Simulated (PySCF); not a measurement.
# B2H4Cl− (SMILES [BH3-]BCl): levels of theory compared

We compute a comparison of 4 runs (HF/ANO-RCC-MB, HF/ANO-RCC-VDZ, HF/ANO-RCC-VDZP, HF/ANO-RCC-VTZP) of B2H4Cl−. The job is set up through a Python script.

Program for the calculation: PySCF 2.14.0.

## 1. The system as given

B2H4Cl− has 7 atoms, charge -1, and is taken as a singlet. As SMILES, `[BH3-]BCl`. Geometry: relaxed at GFN2-xTB.

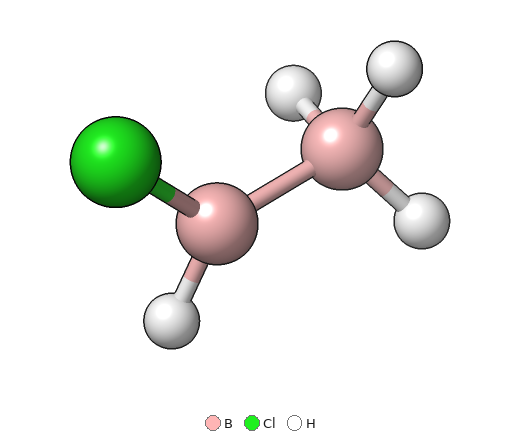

The structure, seen from a chosen angle (boron pink, chlorine green, hydrogen white).

## 2. The response to a field at HF/ANO-RCC-MB (sfX2C) (run 1)

The input, run.py:

```python
import numpy
from pyscf import gto
from pyscf.prop.polarizability import rhf

molecule = gto.M(
    atom=[
    ('B', (-0.652560, 0.420920, -0.048340)),
    ('B', (0.833980, -0.327180, 0.003960)),
    ('Cl', (1.421600, -1.344170, 1.322400)),
    ('H', (-1.345000, -0.438940, -0.612090)),
    ('H', (-0.679840, 1.406970, -0.776110)),
    ('H', (-1.193070, 0.683960, 1.014550)),
    ('H', (1.614890, -0.401560, -0.904370)),
],
    max_memory=1860,
    spin=0,
    verbose=3,
    basis='ano-rcc-mb',
    charge=-1,
)

hf = molecule.RHF()
hf = hf.sfx2c1e()
hf.conv_tol = 1e-10
hf.kernel()
if not hf.converged:
    hf = hf.newton().run(hf.mo_coeff, hf.mo_occ)

e_tot = hf.e_tot
print('Final energy', e_tot)
pol = rhf.Polarizability(hf)
alpha = pol.polarizability()
print('isotropic polarizability %.4f bohr^3' % (numpy.trace(alpha) / 3))
alpha_w = pol.polarizability_with_freq(freq=0.0774)
beta = pol.hyper_polarizability()
```

Command:

```console
$ OMP_NUM_THREADS=1 python run.py
```

The log of the run:

```text
converged SCF energy = -512.565022993813
Final energy -512.5650229938132
isotropic polarizability 21.4726 bohr^3
```

Wall time 2 s (1 thread of Intel Xeon Platinum 8488C (Sapphire Rapids), shared host); peak memory 0.14 GiB.

## 3. The polarisability at HF/ANO-RCC-VDZ (sfX2C) (run 2)

The input, calc.py:

```python
# [BH3-]BCl
import numpy
from pyscf import gto, scf
from pyscf.prop.polarizability import rhf

mol = gto.Mole()
mol.atom = '''
B       -0.652560       0.420920      -0.048340
B        0.833980      -0.327180       0.003960
Cl       1.421600      -1.344170       1.322400
H       -1.345000      -0.438940      -0.612090
H       -0.679840       1.406970      -0.776110
H       -1.193070       0.683960       1.014550
H        1.614890      -0.401560      -0.904370
'''
mol.max_memory = 1860
mol.basis = 'ano-rcc-vdz'
mol.charge = -1
mol.verbose = 4
mol.build()

mf = scf.RHF(mol)
mf = mf.sfx2c1e()
mf.conv_tol = 1e-10
mf.kernel()
if not mf.converged:
    mf = mf.newton().run(mf.mo_coeff, mf.mo_occ)

etot = mf.e_tot
print(f'total energy: {etot:.8f} hartree')
pol = rhf.Polarizability(mf)
alpha = pol.polarizability()
print('isotropic polarizability %.4f bohr^3' % (numpy.trace(alpha) / 3))
alpha_w = pol.polarizability_with_freq(freq=0.0774)
beta = pol.hyper_polarizability()
```

Command:

```console
$ OMP_NUM_THREADS=1 python calc.py
```

The log of the run:

```text
PySCF version 2.14.0

[INPUT] num. atoms = 7
[INPUT] num. electrons = 32
[INPUT] charge = -1
[INPUT] spin (= nelec alpha-beta = 2S) = 0
[INPUT] symmetry False subgroup None
[INPUT] Mole.unit = angstrom
[INPUT] Symbol           X                Y                Z      unit          X                Y                Z       unit  Magmom
[INPUT]  1 B     -0.652560000000   0.420920000000  -0.048340000000 AA   -1.233159679846   0.795423520352  -0.091349360861 Bohr   0.0
[INPUT]  2 B      0.833980000000  -0.327180000000   0.003960000000 AA    1.575993793365  -0.618280593435   0.007483315453 Bohr   0.0
[INPUT]  3 Cl     1.421600000000  -1.344170000000   1.322400000000 AA    2.686434658682  -2.540113164857   2.498973827125 Bohr   0.0
[INPUT]  4 H     -1.345000000000  -0.438940000000  -0.612090000000 AA   -2.541681637540  -0.829476385117  -1.156682463585 Bohr   0.0
[INPUT]  5 H     -0.679840000000   1.406970000000  -0.776110000000 AA   -1.284711408524   2.658787965479  -1.466635342536 Bohr   0.0
[INPUT]  6 H     -1.193070000000   0.683960000000   1.014550000000 AA   -2.254575547435   1.292497080158   1.917221639677 Bohr   0.0
[INPUT]  7 H      1.614890000000  -0.401560000000  -0.904370000000 AA    3.051699821299  -0.758838422580  -1.709011615273 Bohr   0.0

nuclear repulsion = 73.7111274499786
number of shells = 10
number of NR pGTOs = 167
number of NR cGTOs = 39
basis = ano-rcc-vdz
ecp = {}

******** <class 'pyscf.x2c.sfx2c1e.sfX2C1eRHF'> ********
method = sfX2C1eRHF
initial guess = minao
damping factor = 0
level_shift factor = 0
DIIS = <class 'pyscf.scf.diis.CDIIS'>
diis_start_cycle = 1
diis_space = 8
diis_damp = 0
SCF conv_tol = 1e-10
SCF conv_tol_grad = None
SCF max_cycles = 50
direct_scf = True
direct_scf_tol = 1e-13

******** <class 'pyscf.x2c.sfx2c1e.SpinFreeX2CHelper'> ********
approx = 1e
xuncontract = 1
Set gradient conv threshold to 1e-05
Initial guess from minao.
init E= -512.769169075549
  HOMO = -0.256713734655666  LUMO = 0.0284451748623871  gap/eV = 7.75957
cycle= 1 E= -512.581698617036  delta_E= 0.187  |g|= 0.306  |ddm|= 3.06
  HOMO = -0.155847160835063  LUMO = 0.269688336396352  gap/eV = 11.57941
cycle= 2 E= -512.618573394492  delta_E= -0.0369  |g|= 0.0868  |ddm|= 0.658
  HOMO = -0.181246928440953  LUMO = 0.268825694965979  gap/eV = 12.24710
cycle= 3 E= -512.621663329397  delta_E= -0.00309  |g|= 0.0235  |ddm|= 0.181
  HOMO = -0.182964262725097  LUMO = 0.268734124552604  gap/eV = 12.29134
cycle= 4 E= -512.622009272687  delta_E= -0.000346  |g|= 0.00341  |ddm|= 0.0806
  HOMO = -0.18262378342629  LUMO = 0.268853176284547  gap/eV = 12.28531
cycle= 5 E= -512.622019428315  delta_E= -1.02e-05  |g|= 0.0011  |ddm|= 0.0173
  HOMO = -0.182809781291957  LUMO = 0.268828642864852  gap/eV = 12.28971
cycle= 6 E= -512.622020345723  delta_E= -9.17e-07  |g|= 0.000224  |ddm|= 0.00505
  HOMO = -0.18278680581249  LUMO = 0.26884308963411  gap/eV = 12.28948
cycle= 7 E= -512.622020400201  delta_E= -5.45e-08  |g|= 4.38e-05  |ddm|= 0.00148
  HOMO = -0.182798756032543  LUMO = 0.268837985442139  gap/eV = 12.28966
cycle= 8 E= -512.622020402047  delta_E= -1.85e-09  |g|= 1.33e-05  |ddm|= 0.000175
  HOMO = -0.182794697824708  LUMO = 0.26883879465232  gap/eV = 12.28957
cycle= 9 E= -512.62202040228  delta_E= -2.34e-10  |g|= 5.69e-06  |ddm|= 5.61e-05
  HOMO = -0.182795368388797  LUMO = 0.268838708687435  gap/eV = 12.28959
cycle= 10 E= -512.622020402339  delta_E= -5.85e-11  |g|= 1.9e-06  |ddm|= 3.27e-05
  HOMO = -0.182795245863656  LUMO = 0.268838719957299  gap/eV = 12.28959
Extra cycle  E= -512.622020402344  delta_E= -5e-12  |g|= 1.11e-06  |ddm|= 6.22e-06
converged SCF energy = -512.622020402344
total energy: -512.62202040 hartree
Isotropic polarizability 42.0076721081
Polarizability anisotropy 4.72103530083
isotropic polarizability 42.0077 bohr^3
```

Wall time 2.8 s (1 thread of Intel Xeon Platinum 8488C (Sapphire Rapids), shared host); peak memory 0.14 GiB.

Run 3 isn't shown in full; the table further down has it.

## 4. The polarisability at HF/ANO-RCC-VTZP (sfX2C) (run 4)

The input, job.py:

```python
import numpy
from pyscf import gto
from pyscf.prop.polarizability import rhf

mol = gto.M(
    atom=[
    ('B', (-0.652560, 0.420920, -0.048340)),
    ('B', (0.833980, -0.327180, 0.003960)),
    ('Cl', (1.421600, -1.344170, 1.322400)),
    ('H', (-1.345000, -0.438940, -0.612090)),
    ('H', (-0.679840, 1.406970, -0.776110)),
    ('H', (-1.193070, 0.683960, 1.014550)),
    ('H', (1.614890, -0.401560, -0.904370)),
],
    basis='ano-rcc-vtzp',
    max_memory=1860,
    verbose=4,
    charge=-1,
)

mf = mol.RHF()
mf = mf.sfx2c1e()
mf.conv_tol = 1e-10
mf.kernel()
if not mf.converged:
    mf = mf.newton().run(mf.mo_coeff, mf.mo_occ)

etot = mf.e_tot
print('E = %.10f Eh' % etot)
pol = rhf.Polarizability(mf)
alpha = pol.polarizability()
print('isotropic polarizability %.4f bohr^3' % (numpy.trace(alpha) / 3))
alpha_w = pol.polarizability_with_freq(freq=0.0774)
beta = pol.hyper_polarizability()
```

Command:

```console
$ OMP_NUM_THREADS=1 python job.py
```

The log of the run:

```text
PySCF version 2.14.0

[INPUT] num. atoms = 7
[INPUT] num. electrons = 32
[INPUT] charge = -1
[INPUT] spin (= nelec alpha-beta = 2S) = 0
[INPUT] symmetry False subgroup None
[INPUT] Mole.unit = angstrom
[INPUT] Symbol           X                Y                Z      unit          X                Y                Z       unit  Magmom
[INPUT]  1 B     -0.652560000000   0.420920000000  -0.048340000000 AA   -1.233159679846   0.795423520352  -0.091349360861 Bohr   0.0
[INPUT]  2 B      0.833980000000  -0.327180000000   0.003960000000 AA    1.575993793365  -0.618280593435   0.007483315453 Bohr   0.0
[INPUT]  3 Cl     1.421600000000  -1.344170000000   1.322400000000 AA    2.686434658682  -2.540113164857   2.498973827125 Bohr   0.0
[INPUT]  4 H     -1.345000000000  -0.438940000000  -0.612090000000 AA   -2.541681637540  -0.829476385117  -1.156682463585 Bohr   0.0
[INPUT]  5 H     -0.679840000000   1.406970000000  -0.776110000000 AA   -1.284711408524   2.658787965479  -1.466635342536 Bohr   0.0
[INPUT]  6 H     -1.193070000000   0.683960000000   1.014550000000 AA   -2.254575547435   1.292497080158   1.917221639677 Bohr   0.0
[INPUT]  7 H      1.614890000000  -0.401560000000  -0.904370000000 AA    3.051699821299  -0.758838422580  -1.709011615273 Bohr   0.0

nuclear repulsion = 73.7111274499786
number of shells = 24
number of NR pGTOs = 420
number of NR cGTOs = 150
basis = ano-rcc-vtzp
ecp = {}

******** <class 'pyscf.x2c.sfx2c1e.sfX2C1eRHF'> ********
method = sfX2C1eRHF
initial guess = minao
damping factor = 0
level_shift factor = 0
DIIS = <class 'pyscf.scf.diis.CDIIS'>
diis_start_cycle = 1
diis_space = 8
diis_damp = 0
SCF conv_tol = 1e-10
SCF conv_tol_grad = None
SCF max_cycles = 50
direct_scf = True
direct_scf_tol = 1e-13

******** <class 'pyscf.x2c.sfx2c1e.SpinFreeX2CHelper'> ********
approx = 1e
xuncontract = 1
Set gradient conv threshold to 1e-05
Initial guess from minao.
init E= -512.769169092802
  HOMO = -0.259145095384829  LUMO = 0.0177828792153818  gap/eV = 7.53559
cycle= 1 E= -512.630767571185  delta_E= 0.138  |g|= 0.335  |ddm|=    3
  HOMO = -0.14391986307046  LUMO = 0.189268441498278  gap/eV = 9.06652
cycle= 2 E= -512.671869001186  delta_E= -0.0411  |g|= 0.108  |ddm|= 0.618
  HOMO = -0.17366688583323  LUMO = 0.192330260876163  gap/eV = 9.95929
cycle= 3 E= -512.675983919218  delta_E= -0.00411  |g|= 0.0313  |ddm|= 0.155
  HOMO = -0.178559663590052  LUMO = 0.190932106219888  gap/eV = 10.05438
cycle= 4 E= -512.6765521273  delta_E= -0.000568  |g|= 0.00628  |ddm|= 0.0697
  HOMO = -0.176809017500593  LUMO = 0.191057751652633  gap/eV = 10.01016
cycle= 5 E= -512.676579189431  delta_E= -2.71e-05  |g|= 0.00239  |ddm|= 0.016
  HOMO = -0.177484236152843  LUMO = 0.190970620882513  gap/eV = 10.02617
cycle= 6 E= -512.676583522128  delta_E= -4.33e-06  |g|= 0.000621  |ddm|= 0.00666
  HOMO = -0.177433376699302  LUMO = 0.190969930639849  gap/eV = 10.02476
cycle= 7 E= -512.676583885727  delta_E= -3.64e-07  |g|= 0.000161  |ddm|= 0.00216
  HOMO = -0.177446770153313  LUMO = 0.190974957174825  gap/eV = 10.02527
cycle= 8 E= -512.676583904653  delta_E= -1.89e-08  |g|= 4.78e-05  |ddm|= 0.000439
  HOMO = -0.177445001819075  LUMO = 0.190973941335139  gap/eV = 10.02519
cycle= 9 E= -512.676583907088  delta_E= -2.44e-09  |g|= 1.56e-05  |ddm|= 0.000145
  HOMO = -0.177443837263228  LUMO = 0.190974492638367  gap/eV = 10.02517
cycle= 10 E= -512.676583907448  delta_E= -3.6e-10  |g|= 4.9e-06  |ddm|= 6.93e-05
  HOMO = -0.177443937448723  LUMO = 0.190974554216932  gap/eV = 10.02518
cycle= 11 E= -512.676583907489  delta_E= -4.07e-11  |g|= 2.02e-06  |ddm|= 2.12e-05
  HOMO = -0.177443977791704  LUMO = 0.190974554196547  gap/eV = 10.02518
Extra cycle  E= -512.676583907493  delta_E= -4.32e-12  |g|= 1.16e-06  |ddm|= 5.06e-06
converged SCF energy = -512.676583907493
E = -512.6765839075 Eh
Isotropic polarizability 54.3166024961
Polarizability anisotropy 3.7158662857
isotropic polarizability 54.3166 bohr^3
```

It took 7.3 min on 1 thread of Intel Xeon Platinum 8488C (Sapphire Rapids), shared host; peak memory 0.67 GiB.

## 5. The series

| run | level | energy (Eh) | HOMO energy (eV) | LUMO energy (eV) | HOMO–LUMO gap (eV) | wall time |
| --- | --- | --- | --- | --- | --- | --- |
| 1 | HF/ANO-RCC-MB (sfX2C) | -512.565023 | -5.23 | 8.37 | 13.59 | 2 s |
| 2 | HF/ANO-RCC-VDZ (sfX2C) | -512.622020 | -4.97 | 7.32 | 12.29 | 2.8 s |
| 3 | HF/ANO-RCC-VDZP (sfX2C) | -512.666705 | -4.74 | 7.11 | 11.85 | 16 s |
| 4 | HF/ANO-RCC-VTZP (sfX2C) | -512.676584 | -4.83 | 5.20 | 10.03 | 7.3 min |

## 6. Summary of results

| quantity | value |
| --- | --- |
| run 4: total energy | -512.67658 Eh |
| run 4: HOMO energy | -4.83 eV |
| run 4: LUMO energy | 5.20 eV |
| run 4: HOMO–LUMO gap (to an unbound level, set by the basis) | 10.03 eV |
| run 4: mean static polarisability | 54.3 bohr³ |
| run 4: mean polarisability at ω = 0.0774 Eh | 56.4 bohr³ |

In words: The HOMO–LUMO gap runs from 10.03 eV (HF/ANO-RCC-VTZP) to 13.59 eV (HF/ANO-RCC-MB). The empty levels of an anion lie above zero and hang on the basis. In run 1 the basis is minimal, so the values are rough. All runs together took 7.6 min, the longest 7.3 min.
